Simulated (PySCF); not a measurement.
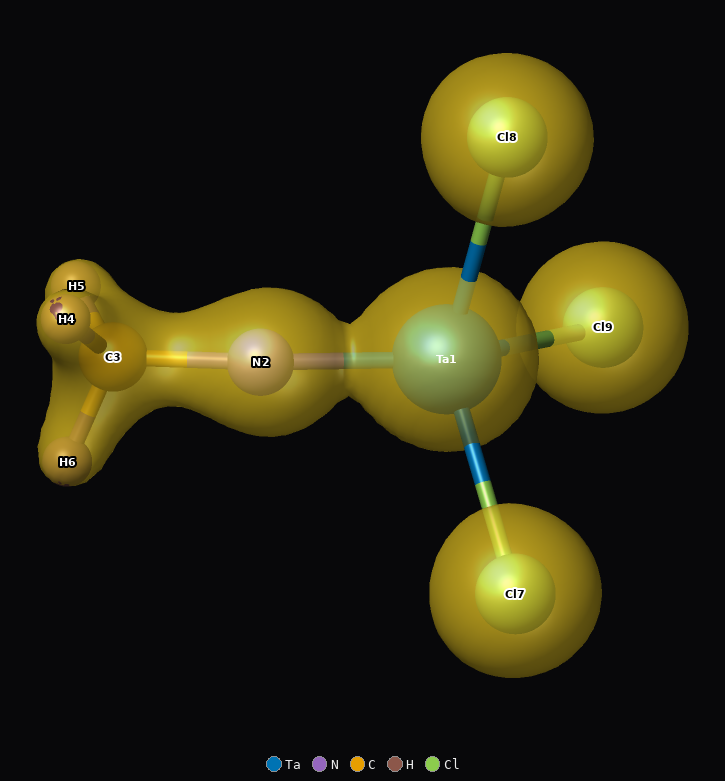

CH$_{3}$Cl$_{3}$NTa (charge −1, doublet). Isosurface of the electron density at 1 e/Å³ (yellow), seen across its widest extent.

Geometry: BP86-D3(BJ)/ma-def2-SVP; core potentials replace the inner electrons of Ta.

Theory: DFT single point, gas phase, functional B3LYP (PySCF).

```xyz
9

Ta    0.1830    0.3095   -1.4377
N     0.1354    0.1197    0.3543
C    -0.0972   -0.1994    1.7180
H     0.0515    0.6902    2.3794
H    -1.1371   -0.5709    1.9027
H     0.5993   -0.9940    2.0860
Cl    2.4075   -0.3777   -2.0193
Cl   -1.0610    2.3414   -1.7603
Cl   -0.9407   -0.8225   -3.3235
```

Q: What does this surface tell about the bonding?

A: At this value the surface falls into four separate pieces. It bridges the sampled C–N (1.42 Å), Ta–N (1.80 Å) and C–H (1.12 Å) contacts, where the density stays above the isovalue. It is pinched off along the sampled Ta–Cl (2.40 Å) contacts. On the grid the lowest density along these lines, outside the cores, is 1.9 e/Å³ (C–N, 1.42 Å), 1.3 e/Å³ (Ta–N, 1.80 Å), 0.51 e/Å³ (Ta–Cl, 2.40 Å) and 1.8 e/Å³ (C–H, 1.12 Å).
